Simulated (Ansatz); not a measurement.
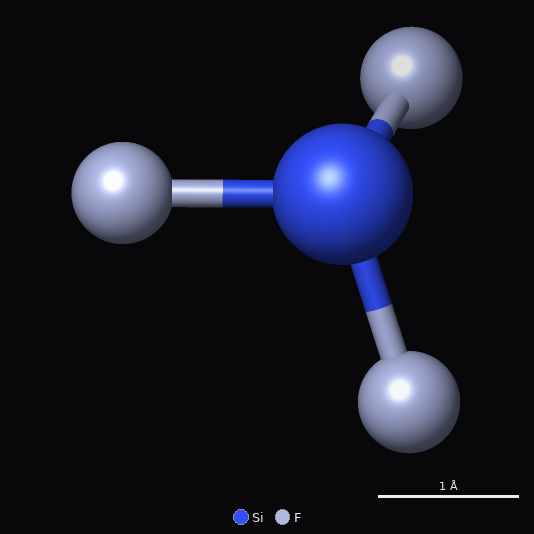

The picture shows a molecular structure as a ball-and-stick model. Every bond is drawn as one stick, whatever its order.

The species is neutral and a spin doublet.

What is the molecular formula?

Answer. SiF3, 4 atoms: 1 silicon and 3 fluorine.

How many sets of symmetry-equivalent atoms are there?

Answer. 2: 1 Si, 3 F.

More results for the same structure follow; atom numbers are the same in all pictures, views and colours differ. Computed geometry: PBE0-D4/def2-TZVP optimisation.

**Shape**

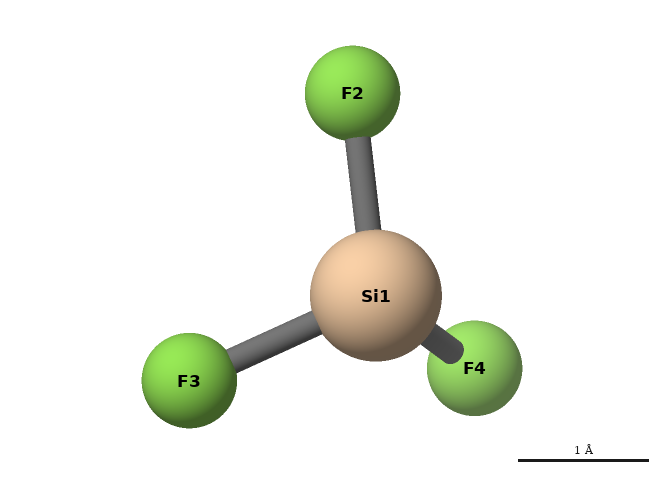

The atoms are numbered.

Describe the coordination of atom 1.

Answer. Si1 has 3 neighbours (F2 at 1.58, F3 at 1.58, F4 at 1.58 Å); the arrangement is trigonal pyramidal.

**Vibrations**

Harmonic vibrations computed with UKS PBE0-D4/def2-TZVP (Ansatz 0.2.0) at a stationary point of the same level.

List the wavenumbers.

Answer. 6 modes: 284, 284, 403, 834, 962, 962 cm⁻¹.

**Electronic properties**

Level of theory: UKS B2PLYP (frozen core)/def2-TZVPP (Ansatz 0.2.0).

Estimate the ⟨S²⟩ of the determinant.

Answer. 0.751.

**Charges**

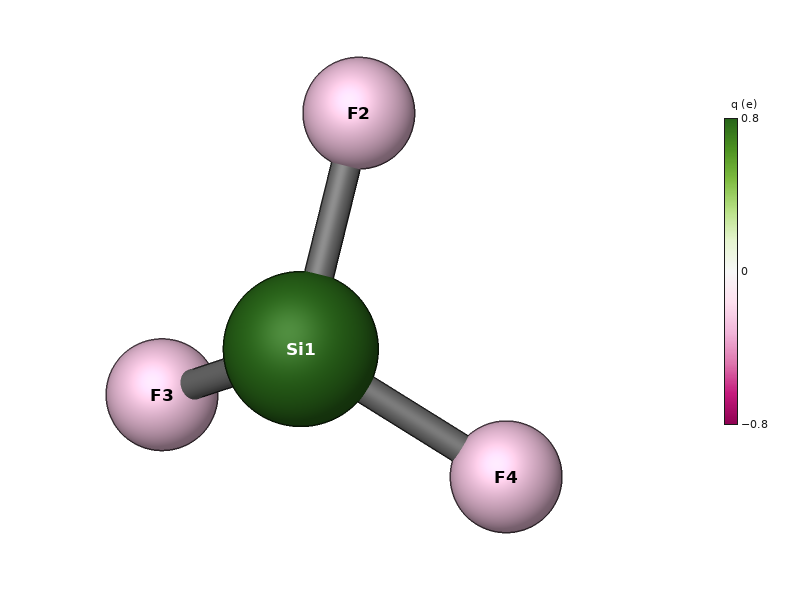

Atoms are coloured by their Mulliken charges. Properties computed with UKS PBE0-D4/def2-TZVP (Ansatz 0.2.0).

List the Mulliken charges.

```
atom  value (e)
 Si1       0.78
  F2      −0.26
  F3      −0.26
  F4      −0.26
```

Mulliken values depend strongly on the basis set and can even reverse the polarity of a bond.
